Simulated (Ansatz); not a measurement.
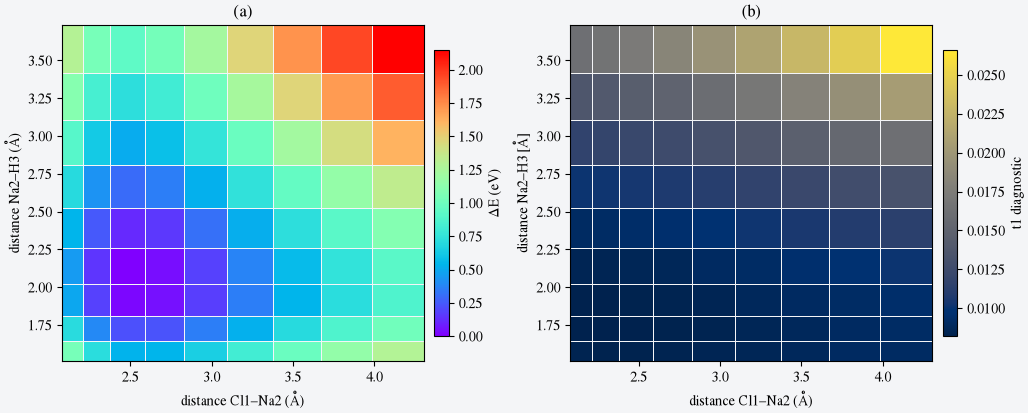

The system Cl⁻ + NaH. First axis: distance Cl1–Na2. Second axis: distance Na2–H3. Nothing is relaxed (the angle Cl1–Na2–H3 is fixed at 180 degrees). The scan uses a 9 × 9 grid. All energies are given in eV relative to the lowest grid point. The restricted reference is unstable at some or all points, so the energies there are unreliable. Computed with Ansatz 0.2.0, RHF-CCSD(T), frozen core/def2-TZVPD.

Panel (a) is the energy and panel (b) the computed t1 diagnostic on the same grid.

In the figure: one coloured cell a grid point.

> How does the t1 diagnostic vary over the map, and what is it at the lowest grid point?

Leaving out the highest fifth of the energies, it runs from 0.01  at distance Cl1–Na2 = 2.144 Å, distance Na2–H3 = 1.710 Å to 0.02  at distance Cl1–Na2 = 2.703 Å, distance Na2–H3 = 3.576 Å. At the lowest grid point, distance Cl1–Na2 = 2.474 Å, distance Na2–H3 = 2.135 Å, it is 0.01 .
